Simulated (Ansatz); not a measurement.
# Cu wire along [110], 35 atoms a period: bands along the axis

Wanted: the relaxed geometry and the bands of the Cu wire along [110], 35 atoms a period.

Method: DFT PBE, plane waves, PAW; relaxation of a wire's period; PAW set soft_1, in the first sound run; inputs show where later runs differ, in Ansatz 0.2.0.

## 1. The structure

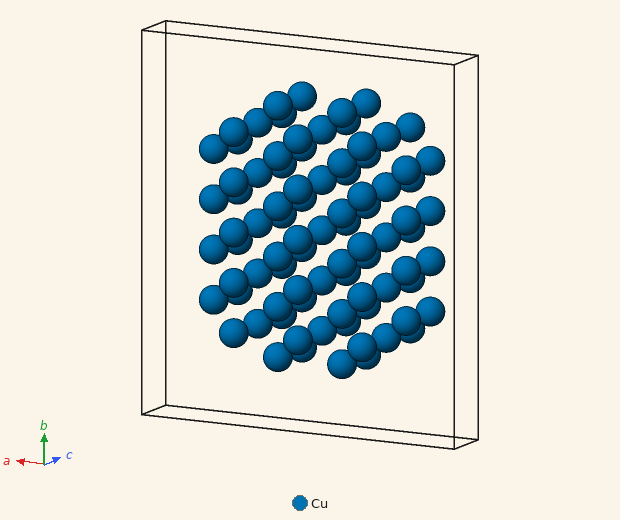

The starting structure, seen at a slant to the c axis (copper blue). 1×1×2 cells are drawn. Some periodic images of atoms are drawn too.

The cell holds 35 atoms: 35 Cu. Its edges and angles: a = 17.690 Å, b = 19.634 Å, c = 2.567 Å, α = 90.0°, β = 90.0°, γ = 90.0°. Vacuum lies along a and b. The structure's axis is c.

## 2. Relaxation of atoms and period

Band widths follow the bond lengths, so the wire is relaxed first. The atoms and the third cell vector are free; the box across stays fixed as vacuum. A Fermi-Dirac smearing is set since the result may be a metal. The pressure printed is a third of the stress's trace over the whole box, vacuum included; only the stress along the axis is relaxed.

input.yaml

```yaml
crystal:
  lattice:
    - [17.69, 0.0, 0.0]
    - [0.0, 19.634, 0.0]
    - [0.0, 0.0, 2.5667976157]
  atoms:
    - { symbol: Cu, position: [0.294799322, 0.369267415, 0.0] }
    - { symbol: Cu, position: [0.294799322, 0.238535133, 0.0] }
    - { symbol: Cu, position: [0.294799322, 0.499999696, 0.0] }
    - { symbol: Cu, position: [0.5, 0.369267415, 0.0] }
    - { symbol: Cu, position: [0.5, 0.238535133, 0.0] }
    - { symbol: Cu, position: [0.5, 0.499999696, 0.0] }
    - { symbol: Cu, position: [0.705200678, 0.369267415, 0.0] }
    - { symbol: Cu, position: [0.705200678, 0.238535133, 0.0] }
    - { symbol: Cu, position: [0.705200678, 0.499999696, 0.0] }
    - { symbol: Cu, position: [0.192198982, 0.303901274, 0.5] }
    - { symbol: Cu, position: [0.192198982, 0.434633556, 0.5] }
    - { symbol: Cu, position: [0.192198982, 0.565365837, 0.5] }
    - { symbol: Cu, position: [0.192198982, 0.696098119, 0.5] }
    - { symbol: Cu, position: [0.397399661, 0.173168993, 0.5] }
    - { symbol: Cu, position: [0.397399661, 0.303901274, 0.5] }
    - { symbol: Cu, position: [0.397399661, 0.434633556, 0.5] }
    - { symbol: Cu, position: [0.397399661, 0.565365837, 0.5] }
    - { symbol: Cu, position: [0.397399661, 0.696098119, 0.5] }
    - { symbol: Cu, position: [0.397399661, 0.8268304, 0.5] }
    - { symbol: Cu, position: [0.602600339, 0.173168993, 0.5] }
    - { symbol: Cu, position: [0.602600339, 0.303901274, 0.5] }
    - { symbol: Cu, position: [0.602600339, 0.434633556, 0.5] }
    - { symbol: Cu, position: [0.602600339, 0.565365837, 0.5] }
    - { symbol: Cu, position: [0.602600339, 0.696098119, 0.5] }
    - { symbol: Cu, position: [0.602600339, 0.8268304, 0.5] }
    - { symbol: Cu, position: [0.807801018, 0.303901274, 0.5] }
    - { symbol: Cu, position: [0.807801018, 0.434633556, 0.5] }
    - { symbol: Cu, position: [0.807801018, 0.565365837, 0.5] }
    - { symbol: Cu, position: [0.807801018, 0.696098119, 0.5] }
    - { symbol: Cu, position: [0.294799322, 0.630731978, 0.0] }
    - { symbol: Cu, position: [0.294799322, 0.761464259, 0.0] }
    - { symbol: Cu, position: [0.5, 0.630731978, 0.0] }
    - { symbol: Cu, position: [0.5, 0.761464259, 0.0] }
    - { symbol: Cu, position: [0.705200678, 0.630731978, 0.0] }
    - { symbol: Cu, position: [0.705200678, 0.761464259, 0.0] }
kpoints:
  mp_grid: { grid: [1, 1, 32] }
scf:
  occupations: { method: fermi_dirac, width: 0.05 }
hamiltonian:
  xc: pbe
  pseudopotentials: { kind: paw, azcp: { folder: soft_1 } }
relax:
  cell: { fix: [a, b, alpha, beta, gamma] }
  max_steps: 45
  f_tol: 0.03
```

Run with:

```sh
$ ansatz run input.yaml --threads 16 --pin off --max-ram 61440MiB --backend cuda --events-out ev --progress --plain --runs-dir out --max-vram 78GiB
```

Numbers of over 12 decimals in the logs are rounded to 6 here.

Output:

```text
Engine: ansatz 0.2.0, aarch64-unknown-linux-gnu
Pseudopotentials: kind: paw
Pseudopotential: Cu, paw, valence charge 19, recommended cutoff 420 eV (normal), soft_1/Cu.paw.azcp
Functional definition: PBE
  parameter kappa = 0.804
  parameter beta = 0.066725
  exchange = pbe_x(kappa = kappa, mu = beta*pi^2/3)
  correlation = pbe_c(beta = beta)
concurrent solve slots: 9 of 16 are kept, ahead of what memory takes: no pass of the eigensolver takes more rounds on 9
[...]
Crystal: 35 atoms, lattice volume = 891.514 Å³
Basis set: ecut = 420 eV, 17451 PW (Γ), exchange–correlation on 240×270×36 points (8 copies of the dense FFT grid, shifted against one another)
Bands: 399, of which v1, the nominal top of the filled ones, is band 333 counted from 1 (332 counted from 0)
Symmetry: 8 space group operations
Space group: Pmmm (ITA 47), of the structure as read, at distance tolerance 9.6e-5 Å
k-points: 17 of 32
Non-local potential: Cu, projectors of the file, l = 0: 3, l = 1: 2, l = 2: 3, l = 3: 1
PAW form: soft (Blöchl's): semilocal exchange-correlation on the pseudo side does not see the compensation charge
PAW one-centre angular grid: Cu, 590 points (default); XC on 64 Gauss nodes
Initial density: superposition of atomic densities (neutral atoms: chi_scale 0, normalization atom)
Initial wavefunctions: pseudopotential atomic-orbital guess
[...]
Functional: x = pbe(κ = 0.804, μ = 0.219515), c = pbe(β = 0.066725)
SCF iter   1: F=—  HF=-231896.851951 eV  |F-HF|=—  |Δ(HF+E_count)|=         —  Δρ=1.67e-1  dr2=1.53e2  ethr=3.10e-3  ⟨swp⟩=6.1  Hψ=25688  notcnv=0  defer=297
preconditioner: auto → LDOS  [metal: Δε(μ)=0.021 eV  Ē_g=7.283 eV  σ=0.050 eV  W_gap=0.11  n_scr=228 (ndim 8)  ℏωp=24.4 eV  f_vac=0.476  D(μ)=17.15/eV (n_scr^D=92)  β→1.0]
SCF iter   2: F=—  HF=-232066.971245 eV  |F-HF|=—  |Δ(HF+E_count)|=    1.70e2  Δρ=3.42e-1  dr2=6.27e2  ethr=3.10e-3  ⟨swp⟩=4.0  Hψ=20412  notcnv=0  defer=845  recentre
[...]
SCF iter  15: F=-231869.894965 eV  HF=-231869.894965 eV  |F-HF|=2.60e-8  |Δ(HF+E_count)|=   4.96e-8  Δρ=2.41e-6  dr2=5.52e-8  ethr=1.50e-11  ⟨swp⟩=3.0  Hψ=24779  notcnv=0
SCF 1 converged in 15 iterations: F = -231869.894965 eV  dr2 = 5.52e-8
  greatest PAW one-centre occupation: 1.000 electrons in one spin orbital (limit 2), on the Cu atom at site 24 (counted from 0), in its partial waves of l = 0
relax step   1: F+E_penalty+E_count = -231869.89496454 eV  Δ(F+E_penalty+E_count) = +0.000e0 eV  max|allowed force component| = 5.005e-1 eV/Å  Δτ_max = 0.0000 Å  P = -1.941 GPa  Ω = 891.514 Å³  fix = [a, b, alpha, beta, gamma]  reactions: a -1.639, b -1.871 GPa  (15 SCF iters, dr2 threshold 1.00e-7 eV, accepted)
concurrent solve slots: 9 of 16 are kept, ahead of what memory takes: no pass of the eigensolver takes more rounds on 9
[...]
Crystal: 35 atoms, lattice volume = 884.869 Å³
Basis set: ecut = 420 eV, 17299 PW (Γ), exchange–correlation on 240×270×36 points (8 copies of the dense FFT grid, shifted against one another)
[...]
iter 1 solved again at ethr=3.28e-5 eV; its pass at ethr=3.10e-3 eV (dr2=2.18e-1 eV) is discarded
SCF iter   1: F=—  HF=-231870.192156 eV  |F-HF|=—  |Δ(HF+E_count)|=         —  Δρ=6.71e-3  dr2=2.23e-1  ethr=3.28e-5  ⟨swp⟩=3.1  Hψ=32371  notcnv=0
preconditioner: auto → LDOS  [metal: Δε(μ)=0.041 eV  Ē_g=8.075 eV  σ=0.050 eV  W_gap=0.20  n_scr=228 (ndim 8)  ℏωp=24.5 eV  f_vac=0.479  D(μ)=12.20/eV (n_scr^D=68)  β→1.0]
SCF iter   2: F=—  HF=-231870.343175 eV  |F-HF|=—  |Δ(HF+E_count)|=   1.51e-1  Δρ=1.37e-2  dr2=9.42e-1  ethr=3.28e-5  ⟨swp⟩=3.0  Hψ=14984  notcnv=0  recentre
[...]
SCF iter   9: F=-231870.146523 eV  HF=-231870.146523 eV  |F-HF|=1.29e-7  |Δ(HF+E_count)|=   9.77e-8  Δρ=9.27e-6  dr2=5.49e-7  ethr=5.26e-10  ⟨swp⟩=3.6  Hψ=18371  notcnv=0
SCF 2 converged in 9 iterations: F = -231870.146523 eV  dr2 = 5.49e-7
relax step   2: F+E_penalty+E_count = -231870.14652315 eV  Δ(F+E_penalty+E_count) = -2.516e-1 eV  max|allowed force component| = 2.954e-1 eV/Å  Δτ_max = 0.0640 Å  P = -0.940 GPa  Ω = 884.869 Å³  energy of the carried Pulay correction = +2.510e-3 eV  fix = [a, b, alpha, beta, gamma]  reactions: a -0.716, b -0.893 GPa  (9 SCF iters, dr2 threshold 3.50e-6 eV, accepted)
[...]
SCF 3 converged in 9 iterations: F = -231870.264294 eV  dr2 = 1.68e-6
[...]
SCF 4 converged in 9 iterations: F = -231870.267557 eV  dr2 = 1.14e-7
[...]
SCF 5 converged in 8 iterations: F = -231870.271124 eV  dr2 = 1.65e-7
[...]
SCF 6 converged in 10 iterations: F = -231870.264471 eV  dr2 = 1.07e-10
[...]
SCF converged after 10 iterations
[...]
--- Relaxed structure (5 steps of the walk, 5 accepted, 1 SCFs on fresh bases) ---
  F+E_penalty+E_count = -231870.26447079 eV   max|allowed force component| = 4.753e-3 eV/Å   (the final SCF, on the basis selected at the relaxed cell)
  cell:  # Å, volume = 875.5346 Å³
    - [17.69, 0.0, 0.0]
    - [0.0, 19.634, 0.0]
    - [0.0, 0.0, 2.520790]
  atoms:
    - { symbol: Cu, position: [0.292741, 0.371276, 0.0] }
    - { symbol: Cu, position: [0.292236, 0.240239, 0.0] }
    - { symbol: Cu, position: [0.291544, 0.500000, 0.0] }
    - { symbol: Cu, position: [0.500000, 0.370548, 0.0] }
    - { symbol: Cu, position: [0.500000, 0.237970, 0.0] }
    - { symbol: Cu, position: [0.500000, 0.500000, 0.0] }
    - { symbol: Cu, position: [0.707259, 0.371276, 0.0] }
    - { symbol: Cu, position: [0.707764, 0.240239, 0.0] }
    - { symbol: Cu, position: [0.708456, 0.500000, 0.0] }
    - { symbol: Cu, position: [0.195072, 0.307417, 0.500000] }
    - { symbol: Cu, position: [0.190128, 0.435823, 0.500000] }
    - { symbol: Cu, position: [0.190128, 0.564177, 0.500000] }
    - { symbol: Cu, position: [0.195072, 0.692583, 0.500000] }
    - { symbol: Cu, position: [0.395111, 0.181038, 0.500000] }
    - { symbol: Cu, position: [0.397104, 0.306556, 0.500000] }
    - { symbol: Cu, position: [0.396013, 0.435544, 0.500000] }
    - { symbol: Cu, position: [0.396013, 0.564456, 0.500000] }
    - { symbol: Cu, position: [0.397104, 0.693444, 0.500000] }
    - { symbol: Cu, position: [0.395111, 0.818962, 0.500000] }
    - { symbol: Cu, position: [0.604889, 0.181038, 0.500000] }
    - { symbol: Cu, position: [0.602896, 0.306556, 0.500000] }
    - { symbol: Cu, position: [0.603987, 0.435544, 0.500000] }
    - { symbol: Cu, position: [0.603987, 0.564456, 0.500000] }
    - { symbol: Cu, position: [0.602896, 0.693444, 0.500000] }
    - { symbol: Cu, position: [0.604889, 0.818962, 0.500000] }
    - { symbol: Cu, position: [0.804928, 0.307417, 0.500000] }
    - { symbol: Cu, position: [0.809872, 0.435823, 0.500000] }
    - { symbol: Cu, position: [0.809872, 0.564177, 0.500000] }
    - { symbol: Cu, position: [0.804928, 0.692583, 0.500000] }
    - { symbol: Cu, position: [0.292741, 0.628724, 0.0] }
    - { symbol: Cu, position: [0.292236, 0.759761, 0.0] }
    - { symbol: Cu, position: [0.500000, 0.629452, 0.0] }
    - { symbol: Cu, position: [0.500000, 0.762030, 0.0] }
    - { symbol: Cu, position: [0.707259, 0.628724, 0.0] }
    - { symbol: Cu, position: [0.707764, 0.759761, 0.0] }
```

It took 18 s on 1 × NVIDIA GB200 with 16 threads of Arm Neoverse V2, shared host; peak memory 1.5 GiB.

The steps of the relaxation:

```
step  energy less that of the first step (eV)  largest force component (eV/Å)  pressure (GPa)  volume (Å³)
   1                                   0.0000                          0.5005           -1.94       891.51
   2                                  -0.2516                          0.2954           -0.94       884.87
   3                                  -0.3693                          0.0660            0.24       875.87
   4                                  -0.3726                          0.0569           -0.09       876.04
   5                                  -0.3762                          0.0048            0.00       875.53
   6                                  -0.3695                          0.0048            0.01       875.53
```

The log counts 1 steps on a newly chosen plane-wave basis, not all of them marked here; energy and pressure can jump at such steps.

The run keeps the 8 symmetry operations that it works with, so distortions that break them were not tested.

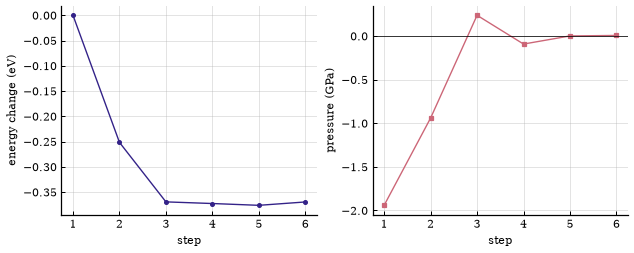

Energy and pressure along the relaxation.

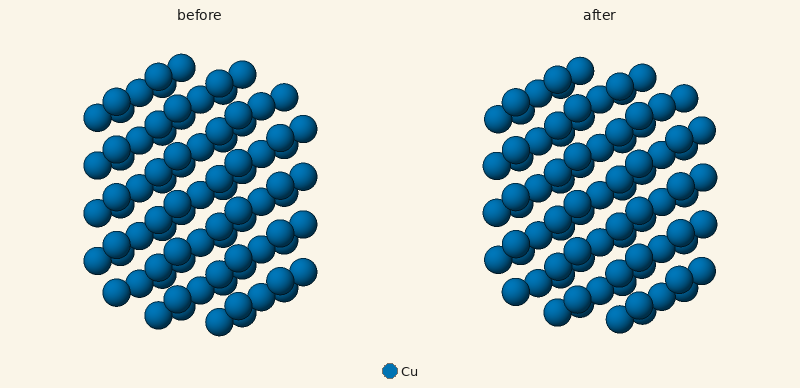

The structure before and after the relaxation, drawn at the same scale.

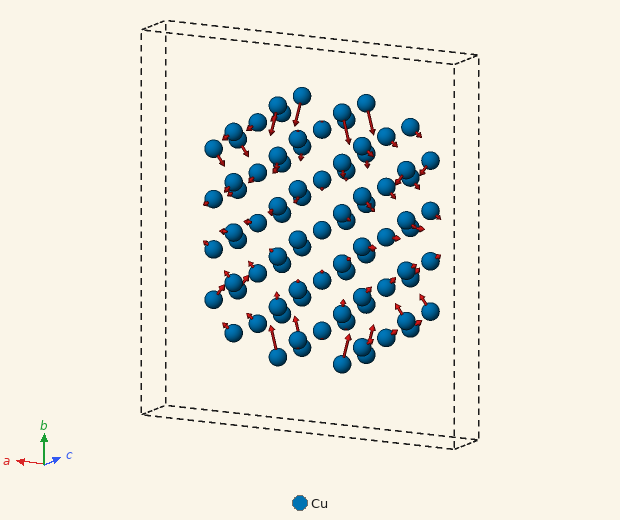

Displacements in the relaxation, exaggerated, measured against the changing cell; the longest in the cell stands for 0.16 Å. 1×1×2 cells are drawn. Some periodic images of atoms are drawn too.

```
cell as run  before  after  change
      c (Å)   2.567  2.521  -1.8 %
```

The atoms that moved most (Å, along periodic axes as changes of fractional coordinates times the final cell, across vacuum about the mean position):

```
atom      dx      dy     dz  length
Cu19  -0.040  -0.154  0.000   0.160
Cu25   0.040  -0.154  0.000   0.160
Cu14  -0.040   0.154  0.000   0.160
Cu20   0.040   0.154  0.000   0.160
Cu29  -0.051  -0.069  0.000   0.086
Cu13   0.051  -0.069  0.000   0.086
Cu26  -0.051   0.069  0.000   0.086
Cu10   0.051   0.069  0.000   0.086
```

Numbers from this step:

```
energy at zero smearing    : -231870.2154 eV
cell length along the wire : 2.521 Å
```

The cell's length comes to 2.521 Å with spin left out.

## 3. The wire at its relaxed period

This step: DFT PBE, plane waves, PAW; bands of a perfect wire; PAW set soft_1 (Ansatz 0.2.0).

At the relaxed period the bands are computed along the axis; those that cross an energy going forward count the channels that a perfect wire would open there.

input.yaml

```yaml
crystal:
  lattice:
    - [17.69, 0.0, 0.0]
    - [0.0, 19.634, 0.0]
    - [0.0, 0.0, 2.5207900488]
  atoms:
    - { symbol: Cu, position: [0.292741233, 0.371275742, 0.0] }
    - { symbol: Cu, position: [0.292236287, 0.240238638, 0.0] }
    - { symbol: Cu, position: [0.291544127, 0.5, 0.0] }
    - { symbol: Cu, position: [0.5, 0.370548465, 0.0] }
    - { symbol: Cu, position: [0.5, 0.237970176, 0.0] }
    - { symbol: Cu, position: [0.5, 0.5, 0.0] }
    - { symbol: Cu, position: [0.707258767, 0.371275742, 0.0] }
    - { symbol: Cu, position: [0.707763713, 0.240238638, 0.0] }
    - { symbol: Cu, position: [0.708455873, 0.5, 0.0] }
    - { symbol: Cu, position: [0.195072258, 0.30741689, 0.5] }
    - { symbol: Cu, position: [0.190127981, 0.435822734, 0.5] }
    - { symbol: Cu, position: [0.190127981, 0.564177266, 0.5] }
    - { symbol: Cu, position: [0.195072258, 0.69258311, 0.5] }
    - { symbol: Cu, position: [0.395111235, 0.181037863, 0.5] }
    - { symbol: Cu, position: [0.397104117, 0.306556363, 0.5] }
    - { symbol: Cu, position: [0.396012952, 0.435543977, 0.5] }
    - { symbol: Cu, position: [0.396012952, 0.564456023, 0.5] }
    - { symbol: Cu, position: [0.397104117, 0.693443637, 0.5] }
    - { symbol: Cu, position: [0.395111235, 0.818962137, 0.5] }
    - { symbol: Cu, position: [0.604888765, 0.181037863, 0.5] }
    - { symbol: Cu, position: [0.602895883, 0.306556363, 0.5] }
    - { symbol: Cu, position: [0.603987048, 0.435543977, 0.5] }
    - { symbol: Cu, position: [0.603987048, 0.564456023, 0.5] }
    - { symbol: Cu, position: [0.602895883, 0.693443637, 0.5] }
    - { symbol: Cu, position: [0.604888765, 0.818962137, 0.5] }
    - { symbol: Cu, position: [0.804927742, 0.30741689, 0.5] }
    - { symbol: Cu, position: [0.809872019, 0.435822734, 0.5] }
    - { symbol: Cu, position: [0.809872019, 0.564177266, 0.5] }
    - { symbol: Cu, position: [0.804927742, 0.69258311, 0.5] }
    - { symbol: Cu, position: [0.292741233, 0.628724258, 0.0] }
    - { symbol: Cu, position: [0.292236287, 0.759761362, 0.0] }
    - { symbol: Cu, position: [0.5, 0.629451535, 0.0] }
    - { symbol: Cu, position: [0.5, 0.762029824, 0.0] }
    - { symbol: Cu, position: [0.707258767, 0.628724258, 0.0] }
    - { symbol: Cu, position: [0.707763713, 0.759761362, 0.0] }
kpoints:
  mp_grid: { grid: [1, 1, 32] }
  band_path: { path: ["Γ", Z], npoints: 90 }
scf:
  occupations: { method: fermi_dirac, width: 0.05 }
hamiltonian:
  xc: pbe
  pseudopotentials: { kind: paw, azcp: { folder: soft_1 } }
output:
  dos: { e_range: [-5, 4] }
  write_potential: true
  write_density: true
  volumetric_format: npy
```

Output:

```text
[...]
Crystal: 35 atoms, lattice volume = 875.535 Å³
Basis set: ecut = 420 eV, 17091 PW (Γ)
Bands: 399, of which v1, the nominal top of the filled ones, is band 333 counted from 1 (332 counted from 0)
Symmetry: 8 space group operations
[...]
k-points: 17 of 32
[...]
SCF iter   1: F=—  HF=-231897.930686 eV  |F-HF|=—  |Δ(HF+E_count)|=         —  Δρ=1.70e-1  dr2=1.55e2  ethr=3.10e-3  ⟨swp⟩=6.1  Hψ=25836  notcnv=0  defer=311
[...]
SCF iter   6: F=—  HF=-231870.258594 eV  |F-HF|=—  |Δ(HF+E_count)|=   3.98e-2  Δρ=2.46e-3  dr2=3.07e-2  ethr=1.27e-5  ⟨swp⟩=2.3  Hψ=10435  notcnv=0  defer=886
[...]
SCF iter  13: F=—  HF=-231870.264527 eV  |F-HF|=—  |Δ(HF+E_count)|=   1.01e-6  Δρ=8.21e-6  dr2=6.37e-7  ethr=5.94e-10  ⟨swp⟩=2.0  Hψ=9030  notcnv=0  defer=886
[...]
SCF iter  15: F=-231870.264527 eV  HF=-231870.264527 eV  |F-HF|=4.39e-9  |Δ(HF+E_count)|=   1.84e-8  Δρ=1.65e-6  dr2=2.48e-8  ethr=1.50e-11  ⟨swp⟩=10.7  Hψ=30342  notcnv=0
SCF 1 converged in 15 iterations: F = -231870.264527 eV  dr2 = 2.48e-8
[...]
NSCF: frozen V_eff on 91 k-points
[...]
SCF converged after 15 iterations
[...]
```

The job ended after 18 s (1 × NVIDIA GB200 with 16 threads; peak memory 3.3 GiB; 2.8 min of CPU time).

The column dr2 measures how far the density is from self-consistency, as an energy; F and HF (Harris–Foulkes) agree once it is small.

This step gave:

```
band gap on the path through both edges : 0 eV
```

The electronic bands at the labelled points (eV, zero at the Fermi level; # counts the bands kept):

```
point    #58    #59    #60    #61    #62    #63    #64    #65
    Γ  -1.38  -1.34  -1.34  -1.33  -1.32  -1.15  -1.12  -1.03
    Z   0.61   0.97   1.09   1.10   1.14   1.17   1.32   1.59
```

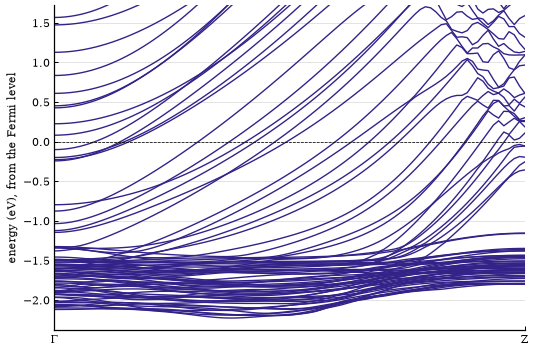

Electronic bands along the path.

Between Γ and Z the bands cross the Fermi level 22 times, so a perfect wire would conduct at least 22 G₀, with spin left out.

## 4. Outcome

| Item | Value |
| --- | --- |
| cell length, PBE | 2.521 Å |
| ballistic conductance by band crossings, a lower bound, PBE | 22 G₀ |

What this shows: Under PBE the cell's length is 2.52 Å, and the bands cross the Fermi level 22 times between Γ and Z, which gives a perfect wire at least 22 G₀ (opposite crossings within one step of the path cancel in such a count).

[Logs are printed without paths, hosts, clocks, repeated set-up lines and the standing remarks that a program may print on its own settings, such as how far it seeks lower states.]

[Hosts, paths, dates, database ids (printed as entryN), source tags and the programs' standing remarks are cut or masked in the printed files.]
